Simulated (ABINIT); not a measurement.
**CdS (Hawleyite): G0W0 with ABINIT, start to end**

How does a plane-wave GW calculation on CdS (Hawleyite) run from the first input to the gap?

Main program and level: ABINIT 10.8.3; PBE and many-body steps on it, plane waves.

**What was measured.**

- Gap 2.42 eV: optical gap from inflexion point of photoacoustic spectrum, as-grown film; photoacoustic spectroscopy; film (as-grown chemical bath deposited film, about 0.25 um thick, deposited at 80 C) (“Study of the band--gap shift in CdS films: Influence of thermal annealing in different atmospheres”, 1995, arxiv:cond-mat/9501125).

## 1. The structure

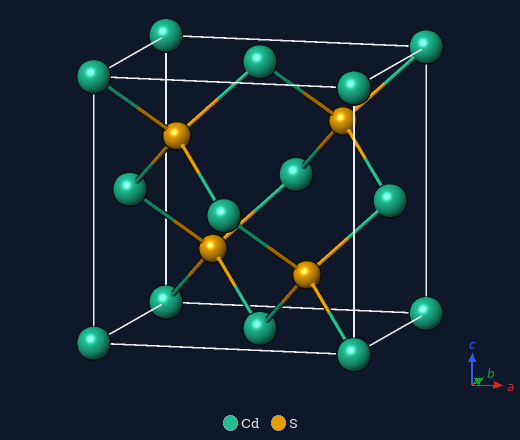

The cell as given, slightly off an axis (cadmium teal, sulfur orange). This picture shows the conventional cell, with its axes. Bonds to atoms that aren't drawn are left out. Some periodic images of atoms are drawn too.

 The runs that relaxed it are not among those shown.

## 2. Ground state

This step: ABINIT 10.8.3; DFT, PBE, plane waves, norm-conserving pseudopotentials.

The ground-state density comes first.

The input, run.abi:

```
acell 3*1.0 Angstrom
rprim 
  0.000000000000 2.958200000000 2.958200000000
  2.958200000000 0.000000000000 2.958200000000
  2.958200000000 2.958200000000 -0.000000000000
ntypat 2
znucl 48 16
natom 2
typat 1 2
xred 
  0.000000000000 0.000000000000 0.000000000000
  0.250000000000 0.250000000000 0.250000000000
pp_dirpath "pseudos"
pseudos "Cd.upf, S.upf"
ecut 47
ngkpt 6 6 6
nshiftk 1
shiftk 0 0 0
kptopt 1
chksymbreak 0
nband 18
occopt 1
tolvrs 1e-10
nstep 60
prtwf 0
optforces 0
optstress 0
indata_prefix "in"
outdata_prefix "out"
tmpdata_prefix "tmp"
```

Launch:

```
OMP_NUM_THREADS=1 mpirun -n 4 abinit run.abi > log
```

Numbers of over 12 decimals in the logs are rounded to 6 here.

Log:

```text
.Version 10.8.3 of ABINIT. v10.8.2 released Aug 2026.

 Symmetries : space group F-4 3 m (#216); Bravais cF (face-center cubic)
================================================================================
 Values of the parameters that define the memory need of the present run
     intxc =       0    ionmov =       0      iscf =       7    lmnmax =       6
     lnmax =       6     mgfft =      50  mpssoang =       3    mqgrid =    3001
     natom =       2  nloc_mem =       1    nspden =       1   nspinor =       1
    nsppol =       1      nsym =      24    n1xccc =    2501    ntypat =       2
    occopt =       1   xclevel =       2
-    mband =          18        mffmem =           1         mkmem =           4
       mpw =        5396          nfft =      125000          nkpt =          16
================================================================================
  Rough estimation (10% accuracy) of disk space for files :
================================================================================

--------------------------------------------------------------------------------
------------- Echo of variables that govern the present computation ------------
--------------------------------------------------------------------------------
 -outvars: echo values of preprocessed input variables --------
            acell      1.8897261259E+00  1.8897261259E+00  1.8897261259E+00 Bohr

      chksymbreak           0
             ecut      4.70000000E+01 Hartree
-          fftalg         312

              ixc     -101130
              kpt      0.00000000E+00  0.00000000E+00  0.00000000E+00
                       1.66666667E-01  0.00000000E+00  0.00000000E+00
                       3.33333333E-01  0.00000000E+00  0.00000000E+00
                       5.00000000E-01  0.00000000E+00  0.00000000E+00
                       1.66666667E-01  1.66666667E-01  0.00000000E+00
                       3.33333333E-01  1.66666667E-01  0.00000000E+00
                       5.00000000E-01  1.66666667E-01  0.00000000E+00
                      -3.33333333E-01  1.66666667E-01  0.00000000E+00
                      -1.66666667E-01  1.66666667E-01  0.00000000E+00
   [... 5 further rows ...]
                      -3.33333333E-01  3.33333333E-01  1.66666667E-01
                      -3.33333333E-01  5.00000000E-01  1.66666667E-01
         kptrlatt        6    0    0      0    6    0      0    0    6
          kptrlen      4.74343166E+01
P           mkmem           4
            natom           2
            nband          18
            ngfft          50      50      50
             nkpt          16
            nstep          60
             nsym          24
           ntypat           2
              occ      2.000000  2.000000  2.000000  2.000000  2.000000  2.000000
                       2.000000  2.000000  2.000000  2.000000  2.000000  2.000000
                       2.000000  0.000000  0.000000  0.000000  0.000000  0.000000
        optforces           0
        optstress           0
            prtwf           0
            rprim      0.0000000000E+00  2.9582000000E+00  2.9582000000E+00
[...]
spgroup         216

           tolvrs      1.00000000E-10

             xred      0.0000000000E+00  0.0000000000E+00  0.0000000000E+00
[...]
znucl       48.00000   16.00000

================================================================================

 chkinp: Checking input parameters for consistency.

================================================================================
== DATASET  1 ==================================================================
-   mpi_nproc: 4, omp_nthreads: 1 (-1 if OMP is not activated)

--- !DatasetInfo
iteration_state: {dtset: 1, }
dimensions: {natom: 2, nkpt: 16, mband: 18, nsppol: 1, nspinor: 1, nspden: 1, mpw: 5396, }
cutoff_energies: {ecut:  47.0, pawecutdg:  -1.0, }
electrons: {nelect:   2.60000000E+01, charge:   0.00000000E+00, occopt:   1.00000000E+00, tsmear:   1.00000000E-02, }

 Real(R)+Recip(G) space primitive vectors, cartesian coordinates (Bohr,Bohr^-1):
 R(1)=  0.0000000  5.5901878  5.5901878  G(1)= -0.0894424  0.0894424  0.0894424
 R(2)=  5.5901878  0.0000000  5.5901878  G(2)=  0.0894424 -0.0894424  0.0894424
 R(3)=  5.5901878  5.5901878  0.0000000  G(3)=  0.0894424  0.0894424 -0.0894424
 Unit cell volume ucvol=  3.4938897E+02 bohr^3
 Angles (23,13,12)=  6.00000000E+01  6.00000000E+01  6.00000000E+01 degrees

 getcut: wavevector=  0.0000  0.0000  0.0000  ngfft=  50  50  50
         ecut(hartree)=     47.000   => boxcut(ratio)=   2.05016

--- Pseudopotential description ------------------------------------------------
- Cd Generated using ONCVPSP code by D. R. Hamann
- 48.00000  20.00000  171031                  znucl, zion, pspdat
12 -101130 2 -1 1368                          pspcod,pspxc,lmax,lloc,mmax
     nproj     2     2     2
  pspatm : epsatm=   23.16453630
         --- l  ekb(1:nproj) -->
[...]
pspatm: atomic psp has been read  and splines computed

- S Generated using ONCVPSP code by D. R. Hamann
- 16.00000   6.00000  171031                  znucl, zion, pspdat
12 -101130 2 -1 1146                          pspcod,pspxc,lmax,lloc,mmax
     nproj     2     2     2
  pspatm : epsatm=    9.01821529
         --- l  ekb(1:nproj) -->
[...]
2   -3.547662   -0.986524
 pspatm: atomic psp has been read  and splines computed

   8.36751541E+02                                ecore*ucvol(ha*bohr**3)
--------------------------------------------------------------------------------

_setup2: Arith. and geom. avg. npw (full set) are    5375.829    5375.817

================================================================================

--- !BeginCycle
iteration_state: {dtset: 1, }
solver: {iscf: 7, nstep: 60, nline: 4, wfoptalg: 0, }
tolerances: {tolvrs: 1.00E-10, }

     iter   Etot(hartree)      deltaE(h)  residm     vres2
 ETOT  1  -184.35159087238    -1.844E+02 2.595E+00 5.218E+03
 ETOT  2  -185.46973754420    -1.118E+00 1.667E-01 8.431E+03
 ETOT  3  -186.31871356007    -8.490E-01 2.276E-02 9.759E+02
 ETOT  4  -186.38974022762    -7.103E-02 5.117E-03 2.844E+02
 ETOT  5  -186.41712643919    -2.739E-02 8.788E-04 1.167E+01
 ETOT  6  -186.41830621434    -1.180E-03 4.932E-04 2.382E-01
 ETOT  7  -186.41832559105    -1.938E-05 2.580E-05 9.676E-02
 ETOT  8  -186.41833592172    -1.033E-05 1.881E-05 4.076E-03
 ETOT  9  -186.41833622937    -3.076E-07 3.733E-06 1.347E-03
 ETOT 10  -186.41833637417    -1.448E-07 4.459E-06 1.893E-07
 ETOT 11  -186.41833637427    -9.908E-11 2.694E-06 2.201E-08
 ETOT 12  -186.41833637424     2.592E-11 3.289E-06 5.846E-09
 ETOT 13  -186.41833637427    -3.104E-11 2.103E-06 9.735E-10
 ETOT 14  -186.41833637427     4.121E-12 2.496E-06 1.718E-11

 At SCF step   14       vres2   =  1.72E-11 < tolvrs=  1.00E-10 =>converged.

--- !ResultsGS
iteration_state: {dtset: 1, }
comment   : Summary of ground state results
lattice_vectors:
- [  0.0000000,   5.5901878,   5.5901878, ]
- [  5.5901878,   0.0000000,   5.5901878, ]
- [  5.5901878,   5.5901878,  -0.0000000, ]
lattice_lengths: [   7.90572,    7.90572,    7.90572, ]
lattice_angles: [ 60.000,  60.000,  60.000, ] # degrees, (23, 13, 12)
lattice_volume:   3.4938897E+02
convergence: {deltae:  4.121E-12, res2:  1.718E-11, residm:  2.496E-06, diffor:  0.000E+00, }
etotal    :  -1.86418336E+02
entropy   :   0.00000000E+00
fermie    :   1.42795302E-01
cartesian_stress_tensor: null
pressure_GPa: null
xred      :
- [  0.0000E+00,   0.0000E+00,   0.0000E+00, Cd]
- [  2.5000E-01,   2.5000E-01,   2.5000E-01,  S]
cartesian_forces: null
force_length_stats: {min: null, max: null, mean: null, }

 Integrated electronic density in atomic spheres:
 ------------------------------------------------
 Atom  Sphere_radius  Integrated_density
    1        2.00000         17.15956344
    2        2.00000          3.86112709
================================================================================

 ----iterations are completed or convergence reached----

 Mean square residual over all n,k,spin=   10.641E-09; max=  24.963E-07
 reduced coordinates (array xred) for    2 atoms
       0.000000000000      0.000000000000      0.000000000000
       0.250000000000      0.250000000000      0.250000000000
 rms dE/dt=  0.0000E+00; max dE/dt=  0.0000E+00; dE/dt below (all hartree)
    1       0.000000000000      0.000000000000      0.000000000000
    2       0.000000000000      0.000000000000      0.000000000000

 cartesian coordinates (angstrom) at end:
    1      0.000000     0.000000     0.000000
    2      1.479100     1.479100     1.479100
 length scales=  1.889726125908  1.889726125908  1.889726125908 bohr
              =  1.000000000000  1.000000000000  1.000000000000 angstroms
 prteigrs : about to open file out_EIG
 Fermi (or HOMO) energy (hartree) =   0.14280   Average Vxc (hartree)=  -0.33631
 Eigenvalues (hartree) for nkpt=  16  k points:
 kpt#   1, nband= 18, wtk=  0.00463, kpt=  0.0000  0.0000  0.0000 (reduced coord)
  -3.57940   -2.14850   -2.14850   -2.14850   -0.30235   -0.13576   -0.13576   -0.13576
  -0.12022   -0.12022    0.14280    0.14280    0.14280    0.18145    0.38300    0.38300
   0.38300    0.55485
 prteigrs : prtvol=0 or 1, do not print more k-points.

--- !EnergyTerms
iteration_state     : {dtset: 1, }
comment             : Components of total free energy in Hartree
kinetic             :  6.53615260302969E+01
hartree             :  6.61080347037507E+01
xc                  : -2.74060754200409E+01
Ewald energy        : -9.80049582171890E+01
psp_core            :  2.39489967579427E+00
local_psp           : -2.00611027624551E+02
non_local_psp       :  5.73926447766955E+00
total_energy        : -1.86418336374270E+02
total_energy_eV     : -5.07270135441347E+03
band_energy         : -2.14247426293538E+01

== END DATASET(S) ==============================================================
================================================================================

 -outvars: echo values of variables after computation  --------
           etotal     -1.8641833637E+02
            nband          18
             nkpt          16
          spgroup         216
 [... the other variables as echoed above ...]

 Calculation completed.
```

Elapsed: 22 s, on 4 MPI ranks of Arm Neoverse V1, shared host; peak memory 0.37 GiB; 89 s of CPU time.

This step gave:

```yaml
total_energy: -5072.7014 eV
gap: 1.052 eV
k_of_the_valence_top: 0, 0, 0
k_of_the_conduction_bottom: 0, 0, 0
least_direct_gap: 1.052 eV
```

The gap is direct, at Γ.

(Continued in part 2 of 3.)

[Paths, hosts, dates, memory and timing lines, banners, echoed tables and standing remarks are left out of the program output.]

[Logs are printed without paths, hosts, clocks, repeated set-up lines and the standing remarks that a program may print on its own settings, such as how far it seeks lower states.]

[Runs of the session that timed out or met a known fault of the program may be left out.]

[Hosts, paths, dates, database ids (printed as entryN), source tags and the programs' standing remarks are cut or masked in the printed files.]

[G0W0 gaps are taken among the corrected bands and points alone; a level outside them can change the order at an edge.]

[Where Ansatz stands beside ABINIT at settings called matched, ABINIT's density can come from a denser mesh and the files from another edition; pairs whose starting gaps differed by over 0.03 eV were left out, so agreement reads better than it is.]
